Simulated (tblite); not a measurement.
## Relaxed scan, with input and output: PF5

The run: relaxed scan of PF5 (pentafluorophosphorane). Method and program: GFN2-xTB relaxed scan under a harmonic restraint, gas phase (tblite 0.8.0).

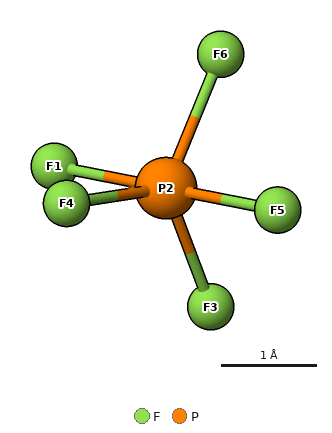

Figure 1. The input geometry (ball-and-stick view, seen at a tilt; atoms are numbered from 1 in the order of the input).

## Input
```
{"job": {"xc": "GFN2-xTB", "basis": "xTB", "coordinate": [["a", [5, 1, 0], 0.5], ["a", [5, 1, 4], 0.5], ["a", [5, 1, 2], -0.5], ["a", [5, 1, 3], -0.5]], "kind": "drive"}, "charge": 0, "multiplicity": 1}
F      0.926337     1.273116    -0.252058
P      0.000540     0.000316    -0.035102
F      0.483280    -0.583196    -1.398271
F     -1.255645     0.922820     0.016975
F     -0.925158    -1.272512     0.181952
F      0.773768    -0.338554     1.275980
```

The first line tells a small driver script what to run in tblite; the rest is the geometry in Å.

Run on 1 CPU thread, shared host.

Launched with:
```bash
OMP_NUM_THREADS=1 python <driver script> task.json out
```

## Output
```
point  coordinate     E/eV
  0    -23.000     -717.60333
  1    -15.600     -717.57196
  2     -7.900     -717.54430
  3     -0.000     -717.53348
  4      7.800     -717.54425
  5     15.600     -717.57208
  6     23.000     -717.60338
  7     30.000     -717.61868
```

## Key numbers

```json
{"quantity": "outcome", "value": "converged"}
{"quantity": "peak memory", "value": "0.19 GiB"}
```
